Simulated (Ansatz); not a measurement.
A ladder of methods for CH2BCl (SMILES B[C]Cl)

The species is CH2BCl (5 atoms), meant as a triplet with charge 0. As SMILES, `B[C]Cl`. Geometry: relaxed at GFN2-xTB.

Each level gives the vertical electron affinity (to the doublet anion) (eV). The values are calculated.

The electron affinity is E(neutral) − E(anion): positive where the electron is bound.

| level | kind | program | value (eV) | less FCI/STO-3G | CPU time (all runs) |
| --- | --- | --- | --- | --- | --- |
| UB3LYP/STO-3G | global hybrid | Ansatz | -1.69 | +0.89 | 3.4 s |
| UBHLYP/STO-3G | global hybrid | Ansatz | -1.98 | +0.60 | 2.9 s |
| U-wB97M-V/STO-3G | range-separated hybrid | Ansatz | -1.84 | +0.74 | 44 s |
| UHSE06/STO-3G | range-separated hybrid | Ansatz | -1.75 | +0.83 | 4.2 s |
| UB2PLYP/STO-3G | double hybrid | Ansatz | -2.12 | +0.46 | 3.4 s |
| UMP2/STO-3G | perturbation theory | Ansatz | -3.07 | -0.49 | 0.23 s |
| UCCSDT(Q)/STO-3G | coupled cluster or CI | Ansatz | -2.58 | 0.00 | 2.6 s |
| UCCSDT/STO-3G | coupled cluster or CI | Ansatz | -2.58 | 0.00 | 1.9 s |
| FCI/STO-3G | exact in the basis | Ansatz | -2.58 | 0.00 | 1.7 min |

FCI/STO-3G is exact within its basis and frozen core, so for wave-function methods in that basis the difference is their error; functionals converge differently with the basis, so for them it is only a difference. The values span -3.07 to -1.69 eV. Spin contamination of the reference (⟨S²⟩ at least 0.1 too high) touches UMP2/STO-3G, UCCSDT(Q)/STO-3G, UCCSDT/STO-3G. All rows use very small basis sets, so none should be taken for the real molecule's value. Negative values mean that the anion is unbound at that level; they are set by how diffuse the basis is and aren't properties of the molecule, whose anion may well be bound. CPU times are rough (shared hosts, several kinds of processor and program).

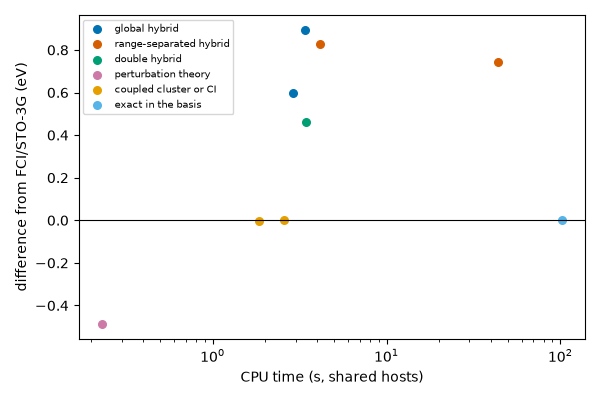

Difference from FCI/STO-3G against processor time, one point a level.
